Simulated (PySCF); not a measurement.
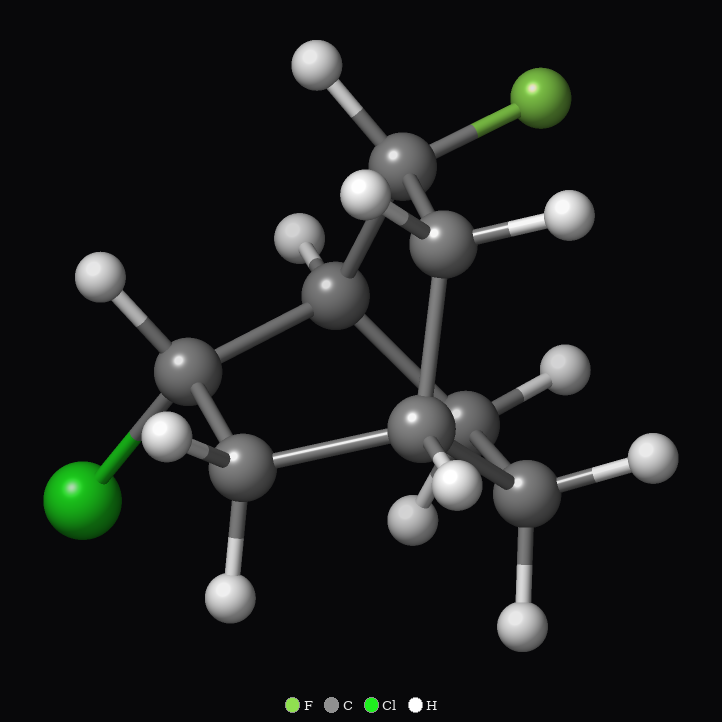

The picture shows a molecular structure as a ball-and-stick model. Every bond is drawn as one stick, whatever its order.

Computed geometry: GFN2-xTB optimisation. No frequency run is at hand to confirm it as a minimum.

**What is the molecular formula?**

C8H12ClF, 22 atoms: 8 carbon, 12 hydrogen, 1 chlorine and 1 fluorine.

**Does it have rings?**

Independent rings (smallest set): 2 of 6 members.

**Name functional groups in it.**

Among them: C–F bond, C–Cl bond.

**Count the bonded pairs by element.**

12 C–H, 9 C–C, 1 C–F, 1 C–Cl.

More results for the same structure follow; atom numbers are the same in all pictures, views and colours differ.

### NMR shielding

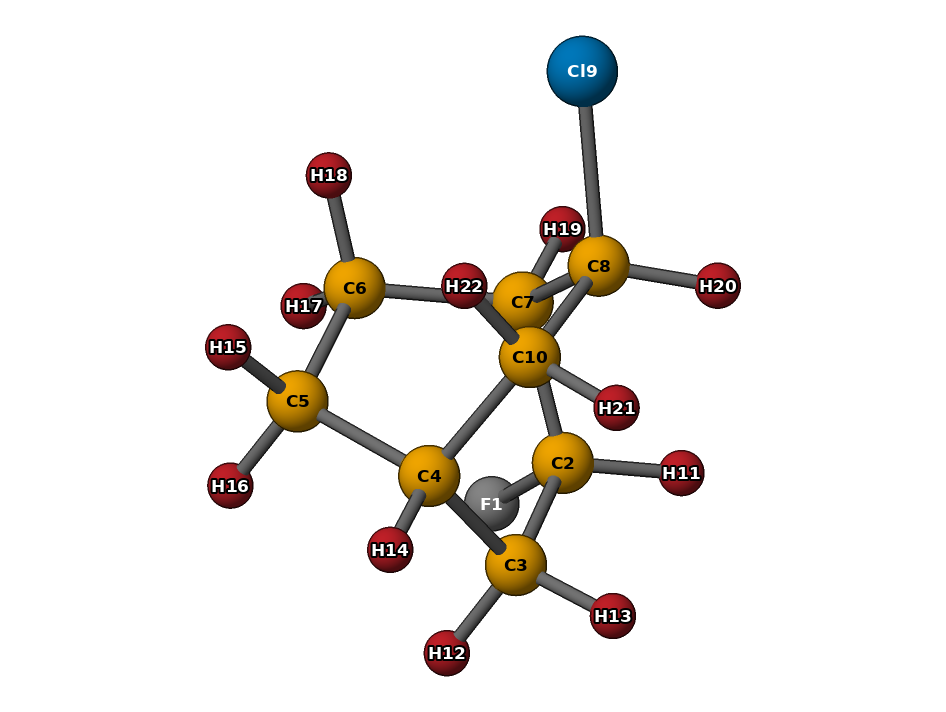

The questions are on isotropic NMR shieldings of the H atoms. No frequency run is at hand to confirm it as a minimum. Method: GIAO PBE0/pcSseg-1 NMR shielding, non-relativistic, gas phase (PySCF 2.14.0).

List the isotropic NMR shieldings of the H atoms.

```json
{"atom": "H11", "σ (ppm)": "26.83"}
{"atom": "H12", "σ (ppm)": "29.95"}
{"atom": "H13", "σ (ppm)": "30.02"}
{"atom": "H14", "σ (ppm)": "30.16"}
{"atom": "H15", "σ (ppm)": "30.09"}
{"atom": "H16", "σ (ppm)": "30.12"}
{"atom": "H17", "σ (ppm)": "29.80"}
{"atom": "H18", "σ (ppm)": "29.57"}
{"atom": "H19", "σ (ppm)": "29.71"}
{"atom": "H20", "σ (ppm)": "27.90"}
{"atom": "H21", "σ (ppm)": "29.63"}
{"atom": "H22", "σ (ppm)": "30.01"}
```

### Quadrupole coupling

No frequency run is at hand to confirm it as a minimum. Electric field gradients from the ground-state density, PBE0/pcSseg-1 (PySCF 2.14.0), non-relativistic apart from any core potentials.

Give the largest field-gradient component, the quadrupole coupling constant and the asymmetry for 35Cl at Cl9 (Q = −81.7 mb), 2H at H11 (Q = 2.86 mb), 2H at H12 (Q = 2.86 mb).

```tsv
atom	V_zz (a.u.)	e²qQ/h (MHz)	η
Cl9	3.833	−73.6	0.01
H11	0.283	0.190	0.07
H12	0.304	0.204	0.01
```

### Electronic properties

No frequency run is at hand to confirm it as a minimum. Properties computed with PBE0/pcSseg-1, gas phase (PySCF 2.14.0).

**Give the HOMO–LUMO gap at this level.**

8.87 eV.

**What is the HOMO energy (Kohn–Sham orbital)?**

−8.29 eV.

**Give the dipole moment at this level.**

2.07 D.

### Charges

The questions are on ESP-fitted charges. No frequency run is at hand to confirm it as a minimum. Level of theory: PBE0/pcSseg-1, gas phase (PySCF 2.14.0).

Give the ESP-fitted charges atom by atom.

```tsv
atom	value (e)
F1	−0.30
C2	0.40
C3	−0.33
C4	0.32
C5	−0.30
C6	−0.02
C7	−0.02
C8	−0.17
Cl9	−0.15
C10	−0.22
H11	0.00
H12	0.10
H13	0.08
H14	−0.04
H15	0.09
H16	0.09
H17	0.05
H18	0.05
H19	0.03
H20	0.15
H21	0.09
H22	0.10
```
